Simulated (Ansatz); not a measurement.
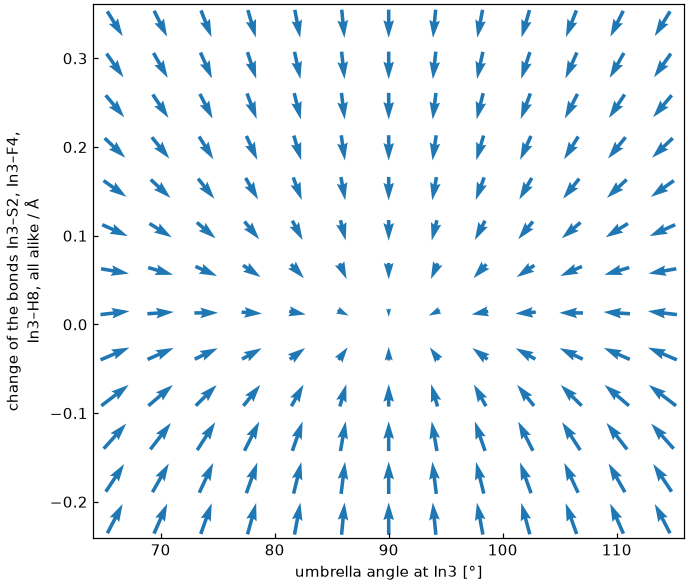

CH₄FInS, SMILES C[S][InH][F]. The first coordinate is: umbrella angle at In3 (between each of its bonds and their common axis; 90 is planar); the second: change of the bonds In3–S2, In3–F4, In3–H8, all alike. Nothing is relaxed (all other coordinates rigid). The grid has 13 × 13 points. Points are written as (first, second). The calculation used RKS SPW92 (LDA)/def2-TZVP in Ansatz 0.2.0.

The picture shows arrows along the force (downhill), their lengths compressed.

> The arrows alone are given. Where is the energy lowest?

The arrows converge at about (90°, 0.000 Å) (read from the interpolated surface).

The energy map of the same scan:

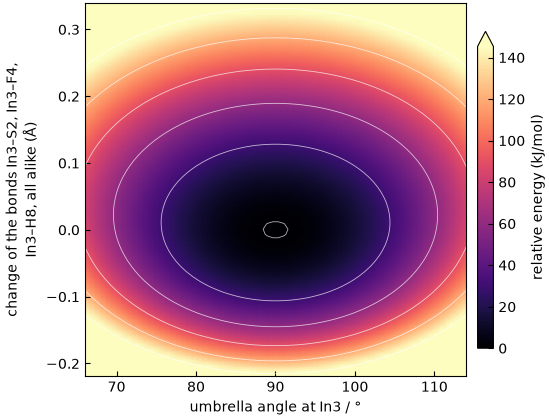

Energies are in kJ/mol, from the lowest grid point; between grid points the surface is interpolated.
